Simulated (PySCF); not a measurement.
Si(CCH)(Me)3, SMILES C#C[Si](C)(C)C at its GFN2-xTB optimised geometry (Å):

```
16

C      1.8463    -1.1710     0.0003
C      0.6441    -1.1714     0.0000
Si    -1.2171    -1.1714     0.0000
C     -1.8158    -2.0765    -1.5675
C     -1.8142     0.6392     0.0000
C     -1.8155    -2.0763     1.5677
H      2.8989    -1.1707     0.0006
H     -1.4519    -3.0993    -1.5935
H     -2.9006    -2.1118    -1.6158
H     -1.4624    -1.5806    -2.4666
H     -2.8989     0.7000     0.0006
H     -1.4544     1.1714     0.8756
H     -1.4554     1.1711    -0.8762
H     -1.4571    -3.1011     1.5906
H     -1.4563    -1.5841     2.4666
H     -2.9003    -2.1058     1.6197
```

Level of theory: B3LYP/def2-TZVP (PySCF). Cells within 0.4 Å of a nucleus heavier than hydrogen are left out (blank, or x).

Map of the Laplacian of the electron density (e/bohr⁵), clipped to [-1.50, 1.50] on the plane z = 0.0 Å:

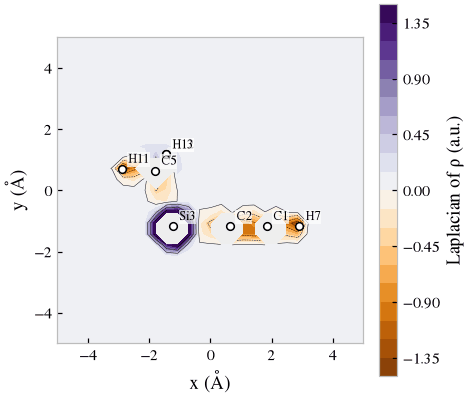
Fig. 1. Laplacian of the electron density (e/bohr⁵), clipped to [-1.50, 1.50] on the plane z = 0.0 Å.
